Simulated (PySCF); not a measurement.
CH3O: geometry relaxation (part 1 of 3)

- system: CH3O, multiplicity 2
- method: B3LYP/def2-TZVPD, UKS, dispersion D3(BJ) (PySCF 2.14.0)

The geometry: force field. Figures and captions count atoms from 1; the log counts them from 0 in places.

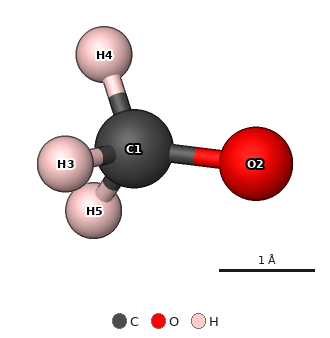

**Figure 1.** The starting structure (ball-and-stick view, seen at a tilt; atoms are numbered from 1 in the order of the input). Bond lengths as drawn: C–H 1.10 Å and C–O 1.32 Å.

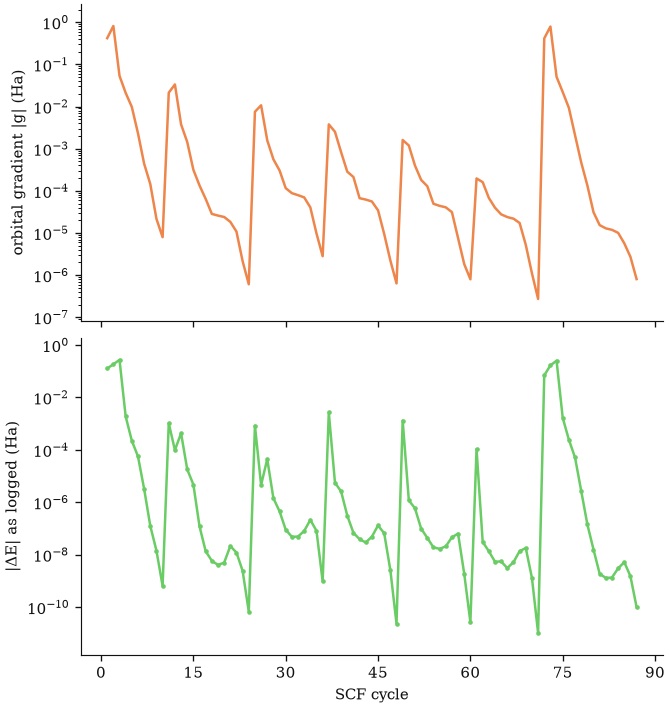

**Figure 2.** Convergence of the self-consistent field: orbital gradient |g| and size of the energy change against the SCF cycle. All cycles printed in the log are drawn one after another.

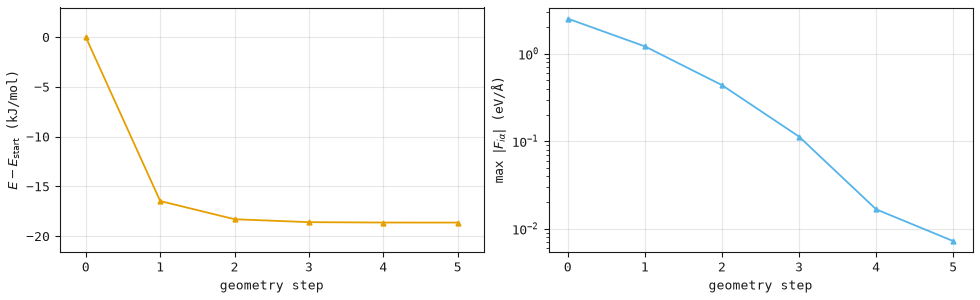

**Figure 3.** Progress of the relaxation, step by step (steps are counted from 0).

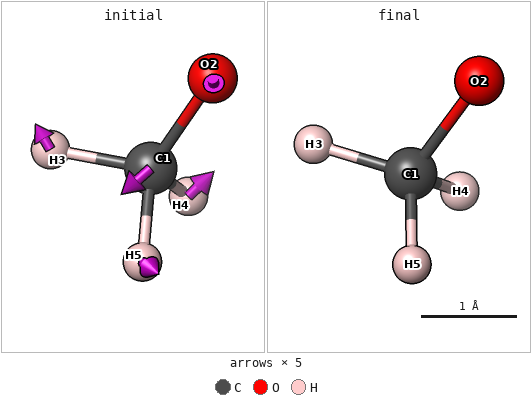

**Figure 4.** Before (left) and after (right) the relaxation, at one scale (ball-and-stick view, seen at a tilt). The pink arrows give the displacements, magnified 5 times. Over 5 geometry steps the energy falls by 18.6 kJ/mol. Largest force component: 2.5 eV/Å at the start, 0.0072 eV/Å at the end. The atom that moves furthest after the best rigid fit is C1 (0.087 Å). Largest moves by element: C 0.087 Å, H 0.079 Å, O 0.056 Å. Distances before and after: C1–O2 1.325 → 1.363 Å, C1–H4 1.103 → 1.108 Å, C1–H3 1.103 → 1.099 Å. Among the angles that change: O2–C1–H4 117.3° → 105.3°, H3–C1–H5 100.7° → 111.7°, H3–C1–H4 100.7° → 106.4°. (Atoms are counted from 1 in the order of the input.)

The input and output of the run follow.

### Input (job.py)
```python
from pyscf import gto, dft
from pyscf.geomopt.geometric_solver import kernel as optimise

mol = gto.Mole()
mol.atom = '''
C    0.037630  -0.006290  -0.004150
O    1.336420  -0.223270  -0.147460
H   -0.383580  -0.111640   1.010080
H   -0.341480   0.992400  -0.280010
H   -0.649000  -0.651200  -0.578460
'''
mol.charge = 0
mol.verbose = 4
mol.basis = 'def2-tzvpd'
mol.spin = 1
mol.max_memory = 7440
mol.build()

mf = dft.UKS(mol)
mf.xc = 'b3lyp'
mf.disp = 'd3bj'
mf.conv_tol = 1e-09
mf.grids.level = 4
converged, mol_eq = optimise(mf, maxsteps=100)
print('converged:', converged)
print(mol_eq.tostring())

mf.reset(mol_eq)
mol = mol_eq
mf.kernel()
if not mf.converged:
    mf = mf.newton().run(mf.mo_coeff, mf.mo_occ)
energy = mf.e_tot
print('Final energy', energy)
```

Command:
```bash
OMP_NUM_THREADS=4 python job.py
```

### What the program printed
```
PySCF version 2.14.0

[INPUT] num. atoms = 5
[INPUT] num. electrons = 17
[INPUT] charge = 0
[INPUT] spin (= nelec alpha-beta = 2S) = 1
[INPUT] symmetry False subgroup None
[INPUT] Mole.unit = angstrom
[INPUT] Symbol           X                Y                Z      unit          X                Y                Z       unit  Magmom
[INPUT]  1 C      0.037630000000  -0.006290000000  -0.004150000000 AA    0.071110394067  -0.011886377324  -0.007842363417 Bohr   0.0
[INPUT]  2 O      1.336420000000  -0.223270000000  -0.147460000000 AA    2.525467787391  -0.421919151832  -0.278659014328 Bohr   0.0
[INPUT]  3 H     -0.383580000000  -0.111640000000   1.010080000000 AA   -0.724861146861  -0.210969024546   1.908774563901 Bohr   0.0
[INPUT]  4 H     -0.341480000000   0.992400000000  -0.280010000000 AA   -0.645303677016   1.875364206018  -0.529142212139 Bohr   0.0
[INPUT]  5 H     -0.649000000000  -0.651200000000  -0.578460000000 AA   -1.226432254843  -1.230589652317  -1.093130974016 Bohr   0.0

nuclear repulsion = 34.8617107888232
number of shells = 42
number of NR pGTOs = 140
number of NR cGTOs = 104
basis = def2-tzvpd
ecp = {}
Create scanner for <class 'pyscf.grad.uks.Gradients'>
Create scanner for <class 'pyscf.dft.uks.UKS'>

#|     Arguments passed to driver run_optimizer():      |#
customengine              <pyscf.geomopt.geometric_solver.PySCFEngine object>
maxiter                   100
----------------------------------------------------------
Custom engine selected.
Bonds will be generated from interatomic distances less than 1.20 times sum of covalent radii
15 internal coordinates being used (instead of 15 Cartesians)
Internal coordinate system (atoms numbered from 1):
Distance 1-2
Distance 1-3
Distance 1-4
Distance 1-5
Angle 2-1-3
Angle 2-1-4
Angle 2-1-5
Angle 3-1-4
Angle 3-1-5
Angle 4-1-5
Translation-X 1-5
Translation-Y 1-5
Translation-Z 1-5
Rotation-A 1-5
Rotation-B 1-5
Rotation-C 1-5
<class 'geometric.internal.Distance'> : 4
<class 'geometric.internal.Angle'> : 6
<class 'geometric.internal.TranslationX'> : 1
<class 'geometric.internal.TranslationY'> : 1
<class 'geometric.internal.TranslationZ'> : 1
<class 'geometric.internal.RotationA'> : 1
<class 'geometric.internal.RotationB'> : 1
<class 'geometric.internal.RotationC'> : 1
> ===== Optimization Info: ====
> Job type: Energy minimization
> Maximum number of optimization cycles: 100
> Initial / maximum trust radius (Angstrom): 0.100 / 0.300
> Convergence Criteria:
> Will converge when all 5 criteria are reached:
>  |Delta-E| < 1.00e-06
>  RMS-Grad  < 3.00e-04
>  Max-Grad  < 4.50e-04
>  RMS-Disp  < 1.20e-03
>  Max-Disp  < 1.80e-03
> === End Optimization Info ===

Geometry optimization cycle 1
Cartesian coordinates (Angstrom)
 Atom        New coordinates             dX        dY        dZ
   C   0.037630  -0.006290  -0.004150    0.000000  0.000000  0.000000
   O   1.336420  -0.223270  -0.147460   -0.000000  0.000000  0.000000
   H  -0.383580  -0.111640   1.010080    0.000000  0.000000  0.000000
   H  -0.341480   0.992400  -0.280010    0.000000  0.000000  0.000000
   H  -0.649000  -0.651200  -0.578460    0.000000  0.000000  0.000000

WARN: Mole.unit (angstrom) is changed to Bohr

New geometry
   1 C      0.037630000000  -0.006290000000  -0.004150000000 AA    0.071110394067  -0.011886377324  -0.007842363417 Bohr
   2 O      1.336420000000  -0.223270000000  -0.147460000000 AA    2.525467787391  -0.421919151832  -0.278659014328 Bohr
   3 H     -0.383580000000  -0.111640000000   1.010080000000 AA   -0.724861146861  -0.210969024546   1.908774563901 Bohr
   4 H     -0.341480000000   0.992400000000  -0.280010000000 AA   -0.645303677016   1.875364206018  -0.529142212139 Bohr
   5 H     -0.649000000000  -0.651200000000  -0.578460000000 AA   -1.226432254843  -1.230589652317  -1.093130974016 Bohr

******** <class 'pyscf.scf.hf.UKS_Scanner'> ********
method = UKS_Scanner
initial guess = minao
damping factor = 0
level_shift factor = 0
DIIS = <class 'pyscf.scf.diis.CDIIS'>
diis_start_cycle = 1
diis_space = 8
diis_damp = 0
SCF conv_tol = 1e-09
SCF conv_tol_grad = None
SCF max_cycles = 50
direct_scf = True
direct_scf_tol = 1e-13
number electrons alpha = 9  beta = 8
XC library pyscf.dft.libxc version 7.0.0
    S. Lehtola, C. Steigemann, M. J.T. Oliveira, and M. A.L. Marques.,  SoftwareX 7, 1–5 (2018)
XC functionals = b3lyp
    P. J. Stephens, F. J. Devlin, C. F. Chabalowski, and M. J. Frisch.,  J. Phys. Chem. 98, 11623 (1994)
radial grids:
    Treutler-Ahlrichs [JCP 102, 346 (1995); DOI:10.1063/1.469408] (M4) radial grids

becke partition: Becke, JCP 88, 2547 (1988); DOI:10.1063/1.454033
pruning grids: <function nwchem_prune>
grids dens level: 4
symmetrized grids: False
atomic radii adjust function: <function treutler_atomic_radii_adjust>
small_rho_cutoff = 0
Set gradient conv threshold to 3.16228e-05
tot grids = 103992
Calc dispersion correction with DFTD3.
Parameters: xc=b3lyp, version=d3bj, atm=False
init E= -115.138552762664
  alpha nocc = 9  HOMO = -0.330457779254051  LUMO = -0.0072193818295041

WARN: beta  nocc = 8  HOMO -0.330458855345237 >= LUMO -0.330457779254052

WARN: HOMO -0.330457779254051 >= LUMO -0.330457779254052

cycle= 1 E= -115.011221955357  delta_E= 0.127  |g|= 0.418  |ddm|= 1.07
  alpha nocc = 9  HOMO = -0.137414140438068  LUMO = -0.0124446444194959
  beta  nocc = 8  HOMO = -0.125181934706166  LUMO = -0.060929538369578
  HOMO = -0.125181934706  LUMO = -0.0609295383696  gap/eV = 1.74840
cycle= 2 E= -114.827725051601  delta_E= 0.183  |g|= 0.815  |ddm|= 0.829
  alpha nocc = 9  HOMO = -0.282237053353402  LUMO = -0.000728825633220964
  beta  nocc = 8  HOMO = -0.267126936241908  LUMO = -0.176071485015715
  HOMO = -0.267126936242  LUMO = -0.176071485016  gap/eV = 2.47775
cycle= 3 E= -115.098421132347  delta_E= -0.271  |g|= 0.0534  |ddm|= 0.517
  alpha nocc = 9  HOMO = -0.294386909792017  LUMO = 0.0024810184958568
  beta  nocc = 8  HOMO = -0.277109758830129  LUMO = -0.165693393699197
  HOMO = -0.27710975883  LUMO = -0.165693393699  gap/eV = 3.03179
cycle= 4 E= -115.100296223049  delta_E= -0.00188  |g|= 0.0211  |ddm|= 0.0757
  alpha nocc = 9  HOMO = -0.292704106295698  LUMO = 0.00338709260710957
  beta  nocc = 8  HOMO = -0.274763707110985  LUMO = -0.160720446171204
  HOMO = -0.274763707111  LUMO = -0.160720446171  gap/eV = 3.10328
cycle= 5 E= -115.100517804196  delta_E= -0.000222  |g|= 0.00978  |ddm|= 0.0195
  alpha nocc = 9  HOMO = -0.295115935852497  LUMO = 0.00296742768168912
  beta  nocc = 8  HOMO = -0.276723218421154  LUMO = -0.161707721383383
  HOMO = -0.276723218421  LUMO = -0.161707721383  gap/eV = 3.12973
cycle= 6 E= -115.100573797041  delta_E= -5.6e-05  |g|= 0.00232  |ddm|= 0.00995
  alpha nocc = 9  HOMO = -0.29519740576686  LUMO = 0.00309608138348949
  beta  nocc = 8  HOMO = -0.276612072043871  LUMO = -0.161413154253129
  HOMO = -0.276612072044  LUMO = -0.161413154253  gap/eV = 3.13472
cycle= 7 E= -115.100577021342  delta_E= -3.22e-06  |g|= 0.000441  |ddm|= 0.00303
  alpha nocc = 9  HOMO = -0.295230864405656  LUMO = 0.0031045171248465
  beta  nocc = 8  HOMO = -0.276597359560249  LUMO = -0.16144538755831
  HOMO = -0.27659735956  LUMO = -0.161445387558  gap/eV = 3.13344
cycle= 8 E= -115.100577146086  delta_E= -1.25e-07  |g|= 0.000145  |ddm|= 0.000614
  alpha nocc = 9  HOMO = -0.29524524393938  LUMO = 0.0031072191419419
  beta  nocc = 8  HOMO = -0.276587603200017  LUMO = -0.161438945638501
  HOMO = -0.2765876032  LUMO = -0.161438945639  gap/eV = 3.13335
cycle= 9 E= -115.100577160331  delta_E= -1.42e-08  |g|= 2.17e-05  |ddm|= 0.000213
  alpha nocc = 9  HOMO = -0.295250093282363  LUMO = 0.00310563845003387
  beta  nocc = 8  HOMO = -0.276588922499695  LUMO = -0.161441875028494
  HOMO = -0.2765889225  LUMO = -0.161441875028  gap/eV = 3.13331
cycle= 10 E= -115.10057716097  delta_E= -6.39e-10  |g|= 7.97e-06  |ddm|= 4.36e-05
  alpha nocc = 9  HOMO = -0.295250920702923  LUMO = 0.00310614381012186
  beta  nocc = 8  HOMO = -0.276589777123952  LUMO = -0.161442629807798
  HOMO = -0.276589777124  LUMO = -0.161442629808  gap/eV = 3.13331
Extra cycle  E= -115.100577161163  delta_E= -1.93e-10  |g|= 7.89e-06  |ddm|= 2.31e-05
converged SCF energy = -115.100577161163  <S^2> = 0.75428127  2S+1 = 2.0042767

******** <class 'pyscf.grad.rhf.Gradients_Scanner'> for <class 'pyscf.scf.hf.UKS_Scanner'> ********
unit = Eh/Bohr
grid_response = False
Calc dispersion correction with DFTD3.
Parameters: xc=b3lyp, version=d3bj, atm=False
--------------- UKS_Scanner gradients ---------------
         x                y                z
0 C     0.0490500182     0.0122581574    -0.0143288184
1 O    -0.0135197879    -0.0046820883     0.0045181075
2 H    -0.0124500420    -0.0036961418    -0.0096164117
3 H    -0.0141850874    -0.0075705443     0.0057096024
4 H    -0.0088949604     0.0036887777     0.0137194752
----------------------------------------------
cycle 1: E = -115.100577161  dE = -115.101  norm(grad) = 0.0618047
Step    0 : Gradient = 2.764e-02/5.255e-02 (rms/max) Energy = -115.1005771612
Hessian Eigenvalues: 5.00000e-02 5.00000e-02 5.00000e-02 ... 3.33232e-01 3.33243e-01 6.08079e-01

Geometry optimization cycle 2
Cartesian coordinates (Angstrom)
 Atom        New coordinates             dX        dY        dZ
   C  -0.013580  -0.036984   0.018143   -0.051210 -0.030694  0.022293
   O   1.302224  -0.187513  -0.156565   -0.034196  0.035757 -0.009105
   H  -0.359801  -0.095278   1.070299    0.023779  0.016362  0.060219
   H  -0.287511   0.991637  -0.291808    0.053969 -0.000763 -0.011798
   H  -0.641349  -0.671765  -0.640173    0.007651 -0.020565 -0.061713
New geometry
   1 C     -0.013580101314  -0.036983625647   0.018143189938 AA   -0.025662672228  -0.069888923567   0.034285660010 Bohr
   2 O      1.302223754805  -0.187513023080  -0.156565016757 AA    2.460846249484  -0.354348258410  -0.295865002359 Bohr
   3 H     -0.359801226036  -0.095277938877   1.070299261145 AA   -0.679925776490  -0.180049210190   2.022572474888 Bohr
   4 H     -0.287511336462   0.991636628029  -0.291808374803 AA   -0.543317683620   1.873921642062  -0.551437909233 Bohr
   5 H     -0.641348524620  -0.671764704576  -0.640172515960 AA   -1.211973061925  -1.269451311797  -1.209750727638 Bohr

******** <class 'pyscf.scf.hf.UKS_Scanner'> ********
method = UKS_Scanner
initial guess = minao
damping factor = 0
level_shift factor = 0
DIIS = <class 'pyscf.scf.diis.CDIIS'>
diis_start_cycle = 1
diis_space = 8
diis_damp = 0
SCF conv_tol = 1e-09
SCF conv_tol_grad = None
SCF max_cycles = 50
direct_scf = True
direct_scf_tol = 1e-13
number electrons alpha = 9  beta = 8
XC library pyscf.dft.libxc version 7.0.0
    S. Lehtola, C. Steigemann, M. J.T. Oliveira, and M. A.L. Marques.,  SoftwareX 7, 1–5 (2018)
XC functionals = b3lyp
    P. J. Stephens, F. J. Devlin, C. F. Chabalowski, and M. J. Frisch.,  J. Phys. Chem. 98, 11623 (1994)
radial grids:
    Treutler-Ahlrichs [JCP 102, 346 (1995); DOI:10.1063/1.469408] (M4) radial grids

becke partition: Becke, JCP 88, 2547 (1988); DOI:10.1063/1.454033
pruning grids: <function nwchem_prune>
grids dens level: 4
symmetrized grids: False
atomic radii adjust function: <function treutler_atomic_radii_adjust>
small_rho_cutoff = 0
Set gradient conv threshold to 3.16228e-05
tot grids = 103992
Calc dispersion correction with DFTD3.
Parameters: xc=b3lyp, version=d3bj, atm=False
init E= -115.107526102334
  alpha nocc = 9  HOMO = -0.297413074939378  LUMO = 0.00646294236052114
  beta  nocc = 8  HOMO = -0.278221291711393  LUMO = -0.15494775497951
  HOMO = -0.278221291711  LUMO = -0.15494775498  gap/eV = 3.35444
cycle= 1 E= -115.106492523446  delta_E= 0.00103  |g|= 0.0213  |ddm|= 0.194
  alpha nocc = 9  HOMO = -0.292090580031815  LUMO = 0.00310546690829483
  beta  nocc = 8  HOMO = -0.272468046048253  LUMO = -0.148018680551264
  HOMO = -0.272468046048  LUMO = -0.148018680551  gap/eV = 3.38644
cycle= 2 E= -115.106395058514  delta_E= 9.75e-05  |g|= 0.0334  |ddm|= 0.0416
  alpha nocc = 9  HOMO = -0.297397613546764  LUMO = 0.00368706526127127
  beta  nocc = 8  HOMO = -0.277942204188619  LUMO = -0.153446616939245
  HOMO = -0.277942204189  LUMO = -0.153446616939  gap/eV = 3.38770
cycle= 3 E= -115.106824176283  delta_E= -0.000429  |g|= 0.00378  |ddm|= 0.0179
  alpha nocc = 9  HOMO = -0.297089361145282  LUMO = 0.00388127525505411
  beta  nocc = 8  HOMO = -0.277677034573642  LUMO = -0.153254813383374
  HOMO = -0.277677034574  LUMO = -0.153254813383  gap/eV = 3.38570
cycle= 4 E= -115.106842146419  delta_E= -1.8e-05  |g|= 0.00144  |ddm|= 0.00568
  alpha nocc = 9  HOMO = -0.297066917877785  LUMO = 0.00385119074675089
  beta  nocc = 8  HOMO = -0.277658411350703  LUMO = -0.153126650560473
  HOMO = -0.277658411351  LUMO = -0.15312665056  gap/eV = 3.38868
cycle= 5 E= -115.106846857683  delta_E= -4.71e-06  |g|= 0.000316  |ddm|= 0.00366
  alpha nocc = 9  HOMO = -0.297109978587983  LUMO = 0.00383770656935312
  beta  nocc = 8  HOMO = -0.277703105523472  LUMO = -0.153173162602815
  HOMO = -0.277703105523  LUMO = -0.153173162603  gap/eV = 3.38863
cycle= 6 E= -115.1068469763  delta_E= -1.19e-07  |g|= 0.000134  |ddm|= 0.000629
  alpha nocc = 9  HOMO = -0.297077142102868  LUMO = 0.00384496602671902
  beta  nocc = 8  HOMO = -0.277671979011302  LUMO = -0.153153396435407
  HOMO = -0.277671979011  LUMO = -0.153153396435  gap/eV = 3.38832
cycle= 7 E= -115.106846989805  delta_E= -1.35e-08  |g|= 6.43e-05  |ddm|= 0.000174
  alpha nocc = 9  HOMO = -0.29708694049291  LUMO = 0.00384321084870365
  beta  nocc = 8  HOMO = -0.277682228174065  LUMO = -0.153166822611734
  HOMO = -0.277682228174  LUMO = -0.153166822612  gap/eV = 3.38824
cycle= 8 E= -115.106846995629  delta_E= -5.82e-09  |g|= 2.84e-05  |ddm|= 0.000105
  alpha nocc = 9  HOMO = -0.297085213006618  LUMO = 0.00384355559622662
  beta  nocc = 8  HOMO = -0.277680603290364  LUMO = -0.153164734058912
  HOMO = -0.27768060329  LUMO = -0.153164734059  gap/eV = 3.38825
cycle= 9 E= -115.106846999679  delta_E= -4.05e-09  |g|= 2.59e-05  |ddm|= 9.84e-05
  alpha nocc = 9  HOMO = -0.29708520825114  LUMO = 0.00384336686817477
  beta  nocc = 8  HOMO = -0.27768071513168  LUMO = -0.153165111402476
  HOMO = -0.277680715132  LUMO = -0.153165111402  gap/eV = 3.38824
cycle= 10 E= -115.106847004631  delta_E= -4.95e-09  |g|= 2.4e-05  |ddm|= 0.000127
  alpha nocc = 9  HOMO = -0.297086458833778  LUMO = 0.00384354508059204
  beta  nocc = 8  HOMO = -0.277682451668653  LUMO = -0.153166642771634
  HOMO = -0.277682451669  LUMO = -0.153166642772  gap/eV = 3.38825
cycle= 11 E= -115.106847025981  delta_E= -2.13e-08  |g|= 1.84e-05  |ddm|= 0.000693
  alpha nocc = 9  HOMO = -0.297083218669066  LUMO = 0.00384342573115504
  beta  nocc = 8  HOMO = -0.277679511098487  LUMO = -0.153163607096779
  HOMO = -0.277679511098  LUMO = -0.153163607097  gap/eV = 3.38825
cycle= 12 E= -115.106847037971  delta_E= -1.2e-08  |g|= 1.08e-05  |ddm|= 0.000707
  alpha nocc = 9  HOMO = -0.297084771993934  LUMO = 0.00384343176263968
  beta  nocc = 8  HOMO = -0.277681013890504  LUMO = -0.153164865376436
  HOMO = -0.277681013891  LUMO = -0.153164865376  gap/eV = 3.38826
cycle= 13 E= -115.106847040388  delta_E= -2.42e-09  |g|= 2.15e-06  |ddm|= 0.000416
  alpha nocc = 9  HOMO = -0.297084842099895  LUMO = 0.0038434401054559
  beta  nocc = 8  HOMO = -0.277680743441302  LUMO = -0.153165000045952
  HOMO = -0.277680743441  LUMO = -0.153165000046  gap/eV = 3.38825
cycle= 14 E= -115.106847040455  delta_E= -6.69e-11  |g|= 6.09e-07  |ddm|= 7.25e-05
  alpha nocc = 9  HOMO = -0.297084945775058  LUMO = 0.00384346114308798
  beta  nocc = 8  HOMO = -0.277680747567405  LUMO = -0.153165084513546
  HOMO = -0.277680747567  LUMO = -0.153165084514  gap/eV = 3.38824
Extra cycle  E= -115.106847040454  delta_E= 1.14e-13  |g|= 4.5e-07  |ddm|= 9.42e-07
converged SCF energy = -115.106847040454  <S^2> = 0.75415353  2S+1 = 2.0041492
```
